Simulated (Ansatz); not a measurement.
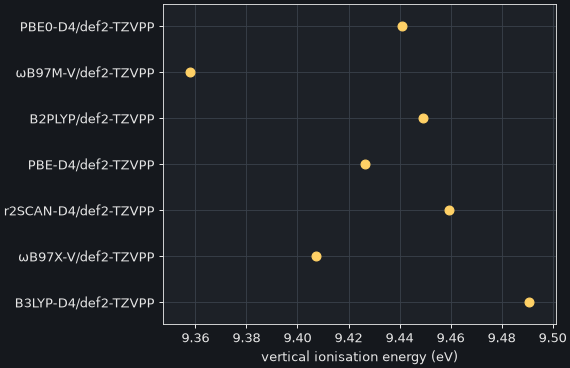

Vertical ionisation energy of CHNSe, SMILES N=C=[Se], taken as the energy of the cation less that of the neutral at fixed geometry (unrestricted doublet cation, cores frozen in correlated methods, no spin-orbit coupling), the Ansatz code, at a PBE0-D4/def2-TZVP geometry (a minimum by its frequencies).

**What range do the values span?**

From 9.36 eV (ωB97M-V/def2-TZVPP) to 9.49 eV (B3LYP-D4/def2-TZVPP).

**Give the values.**

```tsv
level	eV
PBE0-D4/def2-TZVPP	9.44
ωB97M-V/def2-TZVPP	9.36
B2PLYP/def2-TZVPP	9.45
PBE-D4/def2-TZVPP	9.43
r2SCAN-D4/def2-TZVPP	9.46
ωB97X-V/def2-TZVPP	9.41
B3LYP-D4/def2-TZVPP	9.49
```

Limits of at least one run: no scalar relativity up to krypton; outer-core shells are correlated without core-valence functions, which makes the correlated values less sure.
